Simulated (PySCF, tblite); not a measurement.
# C₇H₁₅NSi: geometry, infrared bands and NMR shifts

Wanted: the infrared bands and NMR shifts of C₇H₁₅NSi (`C1CC(N2CCC[SiH2]2)C1`), by calculation.

Programs: tblite 0.8.0 and PySCF 2.14.0, with density-fitted response routines of our own. Each step states its level of theory. These are calculated values for one molecule in the gas phase, unless marked as measured. Atoms count from 0, in the outputs and in this text.

**1. The starting structure**

24 atoms, charge 0, multiplicity 1; geometry from: force field or distance geometry start.

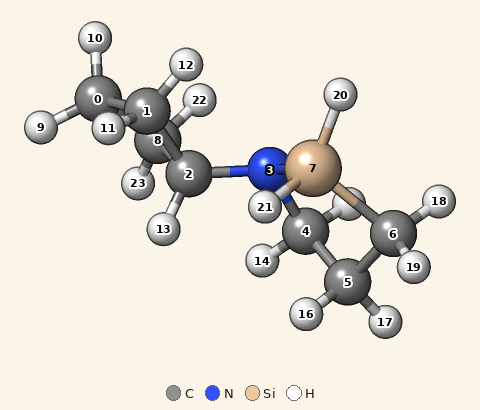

As it starts; carbon grey, nitrogen blue, silicon light orange, hydrogen white, atoms numbered; sticks join atoms by distance.

**2. Geometry optimisation with GFN2-xTB**

What the job is given:

```
{"job": {"kind": "relax", "xc": "GFN2-xTB", "basis": "xTB"}, "charge": 0, "multiplicity": 1}
C     -3.059000     0.048900    -0.320400
C     -1.914300     0.975600    -0.736600
C     -0.973900     0.161500     0.131000
N      0.230100    -0.313500    -0.476300
C      1.065800    -1.084400     0.413900
C      2.320300    -0.361500     0.724700
C      2.888400     0.210300    -0.566700
Si     1.268600     0.963400    -1.151200
C     -2.020200    -0.939400     0.106100
H     -3.706300     0.452800     0.509400
H     -3.644200    -0.323700    -1.188900
H     -2.173800     1.990300    -0.388200
H     -1.624600     0.853600    -1.778300
H     -0.878300     0.635700     1.123800
H      0.481100    -1.362300     1.308800
H      1.358400    -1.996800    -0.160700
H      2.088700     0.521600     1.372500
H      3.064100    -1.039400     1.226900
H      3.214400    -0.577600    -1.266700
H      3.667200     0.975700    -0.368700
H      1.226900     1.069900    -2.594200
H      1.069300     2.228000    -0.441000
H     -1.787000    -1.623500    -0.721600
H     -2.173500    -1.445200     1.083500
```

Launch:

```sh
$ OMP_NUM_THREADS=1 python probes_run.py task.json out
```

This one command runs all jobs of the session in turn.

Standard output:

```text
step      E/eV     max force
  0    -742.23774    2.416
  1    -742.51453    1.148
  2    -742.62826    0.702
  3    -742.76017    0.610
  4    -742.81159    0.429
  5    -742.84285    0.390
  6    -742.86514    0.341
  7    -742.88298    0.301
  8    -742.89620    0.288
  9    -742.90894    0.274
 10    -742.92222    0.264
 11    -742.93555    0.255
 12    -742.94703    0.291
 13    -742.95507    0.208
 14    -742.96046    0.196
 15    -742.96527    0.191
 16    -742.97028    0.149
 17    -742.97513    0.170
 18    -742.97925    0.140
 19    -742.98270    0.131
 20    -742.98619    0.131
 21    -742.99036    0.139
 22    -742.99482    0.158
 23    -742.99875    0.154
 24    -743.00199    0.126
 25    -743.00498    0.118
 26    -743.00809    0.116
 27    -743.01137    0.116
 28    -743.01458    0.130
 29    -743.01744    0.120
 30    -743.01977    0.089
 31    -743.02175    0.088
 32    -743.02373    0.086
 33    -743.02582    0.092
 34    -743.02785    0.081
 35    -743.02964    0.106
 36    -743.03135    0.112
 37    -743.03325    0.106
 38    -743.03521    0.110
 39    -743.03690    0.086
 40    -743.03825    0.092
 41    -743.03950    0.072
 42    -743.04080    0.072
 43    -743.04200    0.068
 44    -743.04296    0.057
 45    -743.04379    0.078
 46    -743.04472    0.063
 47    -743.04581    0.095
 48    -743.04701    0.081
 49    -743.04836    0.062
 50    -743.04909    0.072
 51    -743.05026    0.064
 52    -743.05139    0.079
 53    -743.05270    0.079
 54    -743.05417    0.085
 55    -743.05599    0.109
 56    -743.05799    0.111
 57    -743.05998    0.094
 58    -743.06222    0.099
 59    -743.06517    0.152
 60    -743.06864    0.174
 61    -743.07165    0.129
 62    -743.07514    0.161
 63    -743.07852    0.140
 64    -743.08321    0.119
 65    -743.08578    0.114
 66    -743.08785    0.097
 67    -743.08912    0.090
 68    -743.09039    0.086
 69    -743.09300    0.096
 70    -743.09476    0.092
 71    -743.09714    0.085
 72    -743.09855    0.072
 73    -743.09972    0.071
 74    -743.10091    0.077
 75    -743.10246    0.084
 76    -743.10325    0.110
 77    -743.10523    0.114
 78    -743.10653    0.100
 79    -743.10875    0.103
 80    -743.11079    0.102
 81    -743.11295    0.091
 82    -743.11494    0.075
 83    -743.11644    0.076
 84    -743.11751    0.058
 85    -743.11835    0.067
 86    -743.11893    0.063
 87    -743.11941    0.050
 88    -743.11980    0.038
 89    -743.12022    0.032
 90    -743.12047    0.030
 91    -743.12077    0.034
 92    -743.12102    0.038
 93    -743.12135    0.039
 94    -743.12171    0.038
 95    -743.12216    0.042
 96    -743.12267    0.052
 97    -743.12324    0.060
 98    -743.12382    0.058
 99    -743.12440    0.052
100    -743.12501    0.051
101    -743.12571    0.056
102    -743.12649    0.050
103    -743.12727    0.066
104    -743.12814    0.073
105    -743.12929    0.085
106    -743.13073    0.101
107    -743.13219    0.083
108    -743.13327    0.057
109    -743.13385    0.050
110    -743.13428    0.043
111    -743.13469    0.060
112    -743.13507    0.053
113    -743.13549    0.051
114    -743.13604    0.052
115    -743.13650    0.051
116    -743.13694    0.041
117    -743.13729    0.028
118    -743.13762    0.035
119    -743.13795    0.042
120    -743.13825    0.035
121    -743.13848    0.030
122    -743.13867    0.029
123    -743.13888    0.032
124    -743.13912    0.034
125    -743.13938    0.038
126    -743.13965    0.041
127    -743.13990    0.035
128    -743.14017    0.032
129    -743.14039    0.027
130    -743.14059    0.023
131    -743.14072    0.022
132    -743.14083    0.021
133    -743.14091    0.017
134    -743.14099    0.020
135    -743.14106    0.016
136    -743.14113    0.017
137    -743.14119    0.017
138    -743.14127    0.020
139    -743.14138    0.021
140    -743.14150    0.023
141    -743.14159    0.017
142    -743.14163    0.012
143    -743.14166    0.010
144    -743.14168    0.011
145    -743.14171    0.010
```

Run time: 2.4 s. Hardware: 1 thread of Arm Neoverse N1, shared host.

The steps of the relaxation: (not every step is listed)

| step | energy from step 0 (eV) | largest force (eV/Å) |
| --- | --- | --- |
| 0 | 0.0000 | 2.4159 |
| 1 | -0.2768 | 1.1483 |
| 2 | -0.3905 | 0.7025 |
| 3 | -0.5224 | 0.6100 |
| 4 | -0.5738 | 0.4287 |
| 5 | -0.6051 | 0.3896 |
| 6 | -0.6274 | 0.3406 |
| 7 | -0.6452 | 0.3013 |
| 8 | -0.6585 | 0.2884 |
| 21 | -0.7526 | 0.1387 |
| 34 | -0.7901 | 0.0812 |
| 47 | -0.8081 | 0.0949 |
| 60 | -0.8309 | 0.1744 |
| 73 | -0.8620 | 0.0709 |
| 86 | -0.8812 | 0.0628 |
| 99 | -0.8867 | 0.0524 |
| 112 | -0.8973 | 0.0531 |
| 125 | -0.9016 | 0.0380 |
| 138 | -0.9035 | 0.0199 |
| 140 | -0.9038 | 0.0234 |
| 141 | -0.9038 | 0.0172 |
| 142 | -0.9039 | 0.0116 |
| 143 | -0.9039 | 0.0103 |
| 144 | -0.9039 | 0.0110 |
| 145 | -0.9040 | 0.0095 |

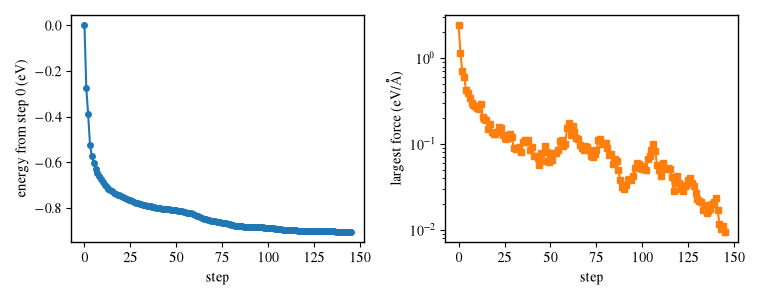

Energy and force, step by step.

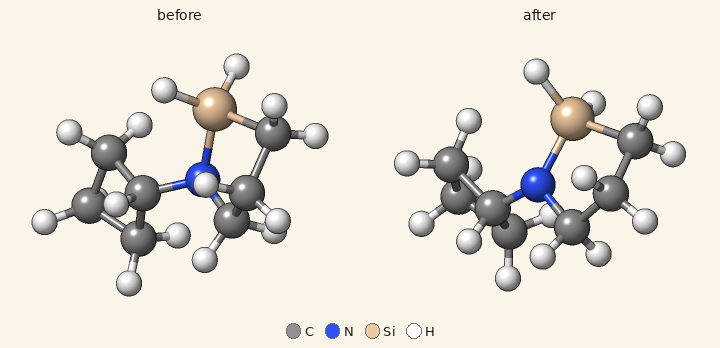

Before and after, at one scale.

Distances of close pairs at the start and the end, largest changes first:

| bond | before (Å) | after (Å) | change (Å) |
| --- | --- | --- | --- |
| N3–Si7 | 1.779 | 1.718 | -0.061 |
| C4–C5 | 1.481 | 1.524 | +0.043 |
| C0–H9 | 1.127 | 1.088 | -0.039 |
| C0–C8 | 1.496 | 1.535 | +0.039 |
| C5–H17 | 1.125 | 1.092 | -0.033 |
| C2–C8 | 1.519 | 1.550 | +0.031 |
| C5–H16 | 1.119 | 1.091 | -0.028 |
| C0–H10 | 1.112 | 1.088 | -0.024 |

The final coordinates are the input of the step that follows.

**3. Infrared spectrum with GFN2-xTB**

What the job is given:

```
{"job": {"kind": "ir", "xc": "GFN2-xTB", "basis": "xTB"}, "charge": 0, "multiplicity": 1}
C     -2.940407     0.047579    -0.760118
C     -2.002081     1.160297    -0.271313
C     -1.114589     0.103187     0.403836
N      0.291228     0.190559     0.172631
C      1.112537    -0.715780     0.954682
C      2.566590    -0.317224     0.731440
C      2.738301    -0.018768    -0.755145
Si     1.088316     0.791962    -1.225654
C     -1.903396    -1.003080    -0.341179
H     -3.861946    -0.014356    -0.184710
H     -3.187281     0.071894    -1.819064
H     -2.437259     1.906280     0.390051
H     -1.484131     1.663191    -1.082616
H     -1.290993     0.057219     1.485808
H      0.838666    -0.635859     2.013357
H      0.947803    -1.757864     0.644942
H      2.770108     0.589623     1.303369
H      3.241232    -1.100915     1.081125
H      2.886633    -0.945834    -1.308059
H      3.611272     0.603010    -0.934633
H      0.601606     0.309144    -2.527053
H      1.119969     2.260051    -1.215584
H     -1.335358    -1.396116    -1.181609
H     -2.268557    -1.828436     0.266520
```

Standard output:

```text
mode    cm-1     km/mol
  1      52.8      0.04
  2      56.7      0.14
  3      95.7      0.07
  4     146.0      3.48
  5     192.6      0.19
  6     224.6      1.00
  7     329.1      3.37
  8     401.6      4.99
  9     454.0      3.41
 10     516.3     35.79
 11     536.8     61.80
 12     542.4      4.00
 13     621.9     13.88
 14     685.1    146.14
 15     730.8     77.57
 16     749.8     29.07
 17     802.7    148.44
 18     812.8      5.86
 19     813.9    102.19
 20     828.8    111.71
 21     887.2      7.46
 22     958.4      5.71
 23     969.8      1.63
 24     989.1      1.64
 25     995.7      7.38
 26    1036.7      0.48
 27    1055.8      9.86
 28    1060.7      7.21
 29    1077.4     10.69
 30    1117.2      2.29
 31    1139.2      8.16
 32    1149.5     53.56
 33    1183.5      7.08
 34    1188.3      4.25
 35    1196.7     17.87
 36    1221.2     10.00
 37    1235.2      2.82
 38    1238.7      9.93
 39    1246.8     15.52
 40    1259.9      3.53
 41    1270.5     30.61
 42    1279.7     36.31
 43    1325.3     81.80
 44    1333.0     26.80
 45    1358.3     10.27
 46    1465.7      0.38
 47    1468.7      0.99
 48    1484.3      0.10
 49    1490.6      1.42
 50    1498.2      2.19
 51    1508.2      0.88
 52    2180.8    464.80
 53    2222.8    229.70
 54    2855.1     68.48
 55    2886.1     50.91
 56    2915.6     76.56
 57    2966.4     50.50
 58    2983.6     28.60
 59    2992.4     88.99
 60    2996.7      2.78
 61    3005.3     53.86
 62    3011.2     21.58
 63    3018.2     47.36
 64    3020.5     87.44
 65    3025.1     48.60
 66    3040.7     62.80
```

It took 2 s on 1 thread of Arm Neoverse N1, shared host.

Which atoms move in the most intense modes:

| cm⁻¹ | km/mol | atoms |
| --- | --- | --- |
| 685 | 146.1 | H21 39 %, H20 34 %, C6 12 % |
| 803 | 148.4 | H19 25 %, C6 24 %, Si7 15 %, H21 14 % |
| 814 | 102.2 | H20 26 %, H21 22 % |
| 829 | 111.7 | H20 13 %, H10 11 %, H21 11 % |
| 2181 | 464.8 | H20 76 %, H21 20 % |
| 2223 | 229.7 | H21 77 %, H20 21 % |
| 2992 | 89.0 | H18 75 %, H16 14 % |
| 3020 | 87.4 | H22 58 %, H9 15 %, H11 11 % |

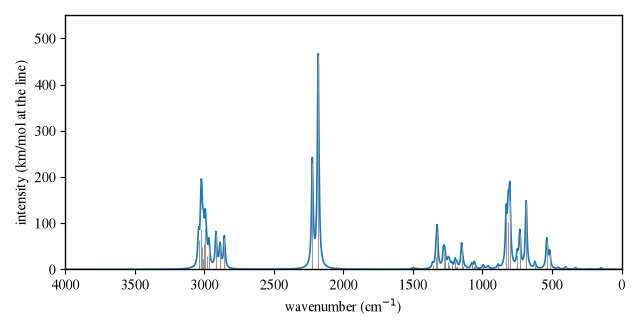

The infrared spectrum from these modes, unscaled. Lines are broadened to a width of 14 cm⁻¹ (Lorentzian).

**4. NMR shieldings: PBE0/pcSseg-1**

The job, as its differences from that of step 3:

```diff
@@ -1,2 +1,2 @@
-{"job": {"kind": "ir", "xc": "GFN2-xTB", "basis": "xTB"}, "charge": 0, "multiplicity": 1}
+{"job": {"kind": "nmr", "xc": "PBE0", "basis": "pcSseg-1"}, "charge": 0, "multiplicity": 1}
 C     -2.940407     0.047579    -0.760118
```

Level: GIAO PBE0/pcSseg-1 NMR shielding, non-relativistic, gas phase.

Standard output:

```text
coarse grid: 19592 points
cycle   1  E = -619.3139149466  dE =  1.180e+00  |g| = 4.964e-01  |ddm| = 4.417e+00
cycle   2  E = -619.2830595416  dE =  3.086e-02  |g| = 6.205e-01  |ddm| = 1.164e+00
cycle   3  E = -619.3781409880  dE = -9.508e-02  |g| = 6.727e-02  |ddm| = 7.250e-01
cycle   4  E = -619.3787834451  dE = -6.425e-04  |g| = 3.858e-02  |ddm| = 1.052e-01
cycle   5  E = -619.3791070418  dE = -3.236e-04  |g| = 6.519e-03  |ddm| = 4.272e-02
cycle   6  E = -619.3791154515  dE = -8.410e-06  |g| = 1.271e-03  |ddm| = 7.187e-03
final grid: 181960 points
cycle   7  E = -619.4330282855  dE = -5.110e-05  |g| = 1.004e-02  |ddm| = 4.097e-02
cycle   8  E = -619.4330128385  dE =  1.545e-05  |g| = 1.276e-02  |ddm| = 2.308e-02
cycle   9  E = -619.4330546241  dE = -4.179e-05  |g| = 8.937e-04  |ddm| = 1.348e-02
cycle  10  E = -619.4330547628  dE = -1.388e-07  |g| = 3.734e-04  |ddm| = 1.217e-03
cycle  11  E = -619.4330547913  dE = -2.848e-08  |g| = 4.419e-05  |ddm| = 3.793e-04
cycle  12  E = -619.4330547917  dE = -3.679e-10  |g| = 1.729e-05  |ddm| = 6.963e-05
converged SCF energy = -619.4330547917

GIAO shielding tensors (ppm)
atom      isotropic    diamagn.    paramagn.     s11        s22        s33       span
  0 C      172.247     254.284     -82.037    163.308    170.261    183.171     19.863
  1 C      154.933     250.896     -95.963    138.910    146.307    179.583     40.673
  2 C      132.602     239.408    -106.806    111.776    128.271    157.760     45.984
  3 N      207.467     328.492    -121.025    154.515    193.370    274.515    120.000
  4 C      130.318     244.088    -113.770     95.436    133.376    162.142     66.706
  5 C      158.042     249.586     -91.544    139.888    162.009    172.229     32.340
  6 C      176.258     254.667     -78.409    160.362    172.803    195.607     35.245
  7 Si     386.893     882.154    -495.262    349.642    375.062    435.974     86.332
  8 C      154.758     250.530     -95.773    135.896    149.167    179.210     43.314
  9 H       29.912      29.713       0.200     26.610     26.902     36.226      9.616
 10 H       29.846      29.428       0.418     25.864     27.133     36.542     10.678
 11 H       29.093      30.674      -1.581     25.690     26.550     35.038      9.348
 12 H       29.625      32.410      -2.785     25.742     30.320     32.813      7.071
 13 H       28.181      31.964      -3.783     23.765     28.712     32.067      8.301
 14 H       29.079      31.208      -2.130     24.277     28.096     34.864     10.587
 15 H       28.757      31.995      -3.239     23.718     27.939     34.613     10.895
 16 H       29.882      31.194      -1.313     25.129     27.842     36.675     11.546
 17 H       29.720      29.355       0.365     24.611     27.280     37.269     12.658
 18 H       30.794      31.387      -0.593     26.605     27.828     37.948     11.343
 19 H       30.718      29.414       1.304     25.923     27.498     38.731     12.808
 20 H       26.642      30.850      -4.208     23.053     25.096     31.777      8.724
 21 H       26.805      30.898      -4.093     22.839     24.490     33.085     10.247
 22 H       29.878      32.255      -2.377     27.033     29.903     32.699      5.667
 23 H       29.328      31.194      -1.866     25.227     27.754     35.001      9.774
```

It took 2 min on 1 thread of Arm Neoverse N1, shared host; peak memory 1.1 GiB.

Shifts follow as δ = σ(reference) − σ, with reference shieldings (ppm) from runs at the same level and on the same kind of geometry: ¹H TMS 31.72, ¹³C TMS 186.9, ²⁹Si TMS 349.2, ¹⁵N NH3 267.7. The references are single molecules in the gas phase, so shifts against H2O, NH3, PH3, H3PO4 or CFCl3 are not on the usual liquid scales and can be off by tens of ppm. Atoms listed in one row are averaged.

| atoms | environment | σ (ppm) | δ (ppm) | δ scaled to CDCl3 |
| --- | --- | --- | --- | --- |
| C4 | sp3 CH2 bonded to N | 130.3 | 56.6 | 53.3 |
| C2 | sp3 CH bonded to N | 132.6 | 54.3 | 51.1 |
| C1, C8 | sp3 CH2 in a ring | 154.8 | 32.1 | 29.4 |
| C5 | sp3 CH2 in a ring | 158.0 | 28.9 | 26.3 |
| C0 | sp3 CH2 in a ring | 172.2 | 14.7 | 12.4 |
| C6 | sp3 CH2 bonded to Si | 176.3 | 10.7 | 8.5 |
| H20, H21 | hydrogen on a silicon bonded to C, N, in a 5-membered ring | 26.72 | 4.99 | – |
| H13 | hydrogen on an sp3 CH bonded to N | 28.18 | 3.54 | 3.44 |
| H14, H15 | hydrogen on an sp3 CH2 bonded to N | 28.92 | 2.80 | 2.74 |
| H11, H23 | hydrogen on an sp3 CH2 in a ring | 29.21 | 2.51 | 2.47 |
| H12, H22 | hydrogen on an sp3 CH2 in a ring | 29.75 | 1.97 | 1.96 |
| H16, H17 | hydrogen on an sp3 CH2 in a ring | 29.80 | 1.92 | 1.91 |
| H10 | hydrogen on an sp3 CH2 in a ring | 29.85 | 1.87 | 1.87 |
| H9 | hydrogen on an sp3 CH2 in a ring | 29.91 | 1.80 | 1.81 |
| H18, H19 | hydrogen on an sp3 CH2 bonded to Si | 30.76 | 0.96 | 1.01 |
| N3 | nitrogen bonded to 2 C, Si, in a 5-membered ring | 207.5 | 60.3 | – |
| Si7 | silicon bonded to C, N, 2 H, in a 5-membered ring | 386.9 | -37.7 | – |

The scaled column applies a straight-line fit of computed shieldings to shifts measured in CDCl3 (root-mean-square error 0.16 ppm for H, 1.9 ppm for C).

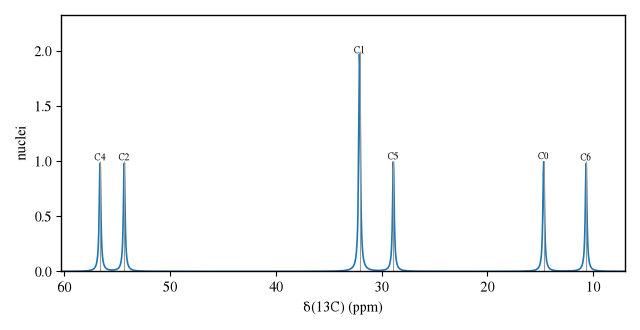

¹³C lines at the computed shifts, without couplings. Lines are broadened to a width of 0.18 ppm (Lorentzian).

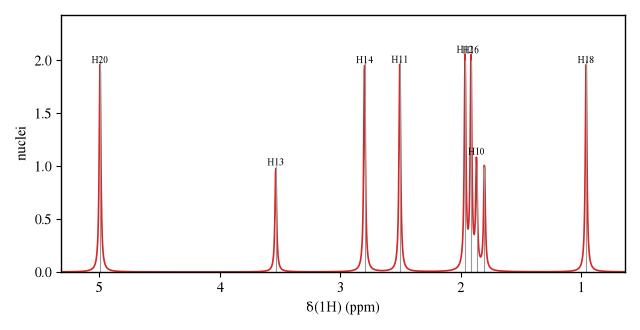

¹H lines at the computed shifts, without couplings. Lines are broadened to a width of 0.02 ppm (Lorentzian).

The run also stored atomic charges by several schemes (e):

| atoms | Mulliken | IAO | Hirshfeld | ESP fit |
| --- | --- | --- | --- | --- |
| C0 | -0.24 | -0.27 | -0.07 | -0.09 |
| C1, C8 | -0.15 | -0.28 | -0.08 | -0.19 |
| C2 | -0.04 | 0.00 | 0.02 | 0.30 |
| N3 | -0.78 | -0.51 | -0.18 | -0.53 |
| C4 | 0.03 | -0.14 | -0.03 | 0.00 |
| C5 | -0.22 | -0.25 | -0.07 | 0.09 |
| C6 | -0.54 | -0.54 | -0.16 | -0.28 |
| Si7 | 0.75 | 0.85 | 0.36 | 0.55 |

Mulliken charges:

C0 -0.24; C1 -0.16; C2 -0.04; N3 -0.78; C4 0.03; C5 -0.22; C6 -0.54; Si7 0.75; C8 -0.15; H9 0.12; H10 0.12; H11 0.13; H12 0.13; H13 0.10; H14 0.11; H15 0.10; H16 0.12; H17 0.12; H18 0.14; H19 0.14; H20 -0.11; H21 -0.10; H22 0.11; H23 0.12

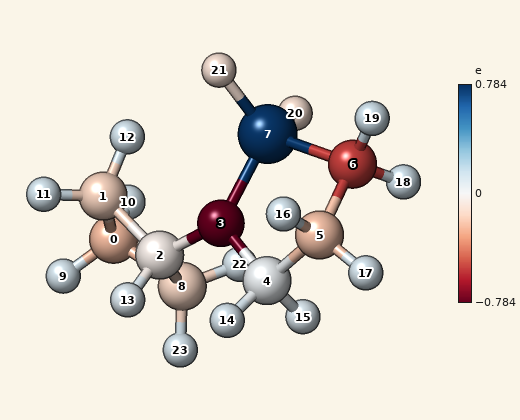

Mulliken charges, as colours on the atoms.

Mayer bond orders: C0–C1 1.05, C1–C2 1.03, C2–N3 0.92, N3–C4 0.94, C4–C5 1.03, C5–C6 1.03, C6–Si7 0.92, C2–C8 1.01, C8–C0 1.06, Si7–N3 0.96.

Ring of atoms C0, C1, C2, C8: NICS(0) 0.3, NICS(1) -0.4, NICS(1)zz 3.4 ppm (means of both faces).

Ring of atoms N3, C4, C5, C6, Si7: NICS(0) -6.4, NICS(1) -3.4, NICS(1)zz -1.8 ppm (means of both faces).

The fields below are evaluated on a grid from the run's orbitals.

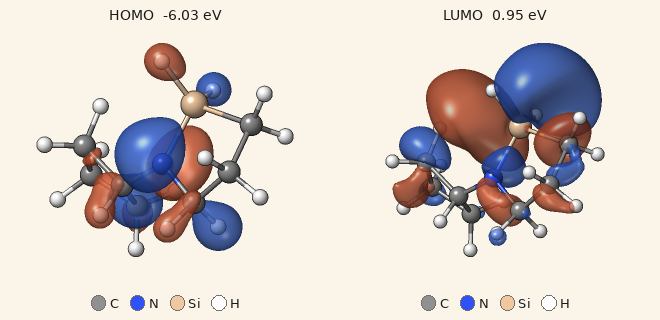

PBE0/pcSseg-1 orbitals near the gap, drawn at the value that encloses 70 % of each; the two colours are the two signs.

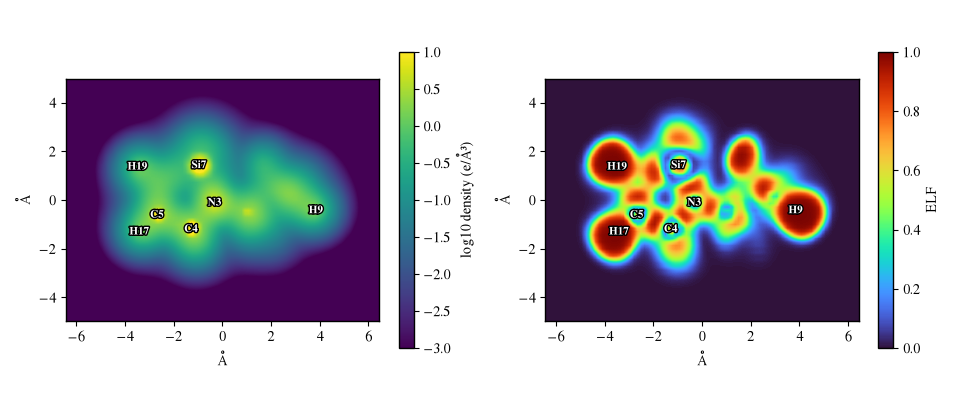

Density (left) and ELF (right) in a plane through or near 7 of the atoms.

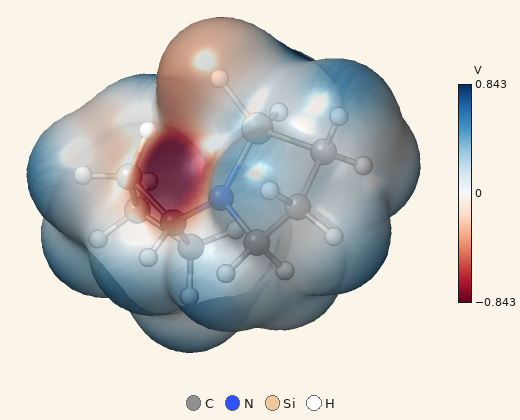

The potential that a unit positive charge feels on the 0.002 e/bohr³ surface, from -0.84 V near N3 to 0.57 V near H20.

**5. Results**

| quantity | value |
| --- | --- |
| strongest single infrared mode (GFN2-xTB) | 2181 cm⁻¹, 465 km/mol |
| zero-point energy (GFN2-xTB) | 129.2 kcal/mol |
| ¹³C shifts against TMS (PBE0/pcSseg-1, means over atoms taken as alike) | 56.6, 54.3, 32.1, 28.9, 14.7, 10.7 ppm |
| ¹H shifts against TMS (PBE0/pcSseg-1, means over atoms taken as alike) | 4.99, 3.54, 2.80, 2.51, 1.97, 1.92, 1.87, 1.80, 0.96 ppm |
| ¹⁵N shifts against NH3 (PBE0/pcSseg-1) | 60.3 ppm |
| ²⁹Si shifts against TMS (PBE0/pcSseg-1) | -37.7 ppm |
| surface potential, least and greatest | -0.84 V and 0.57 V |

What this shows: Relaxing lowered the energy by 0.904 eV in 145 steps; the close pair that moved most is N3–Si7, from 1.779 to 1.718 Å. All 66 modes are real, so the xTB geometry is a minimum. The strongest single mode, at 2181 cm⁻¹, moves mainly H20. Unscaled tight-binding wavenumbers are off by several per cent, some by more. Its intensities can rank the bands wrongly. At PBE0/pcSseg-1: The widest tensor belongs to N3: span 120 ppm, with a paramagnetic part of -121 ppm.
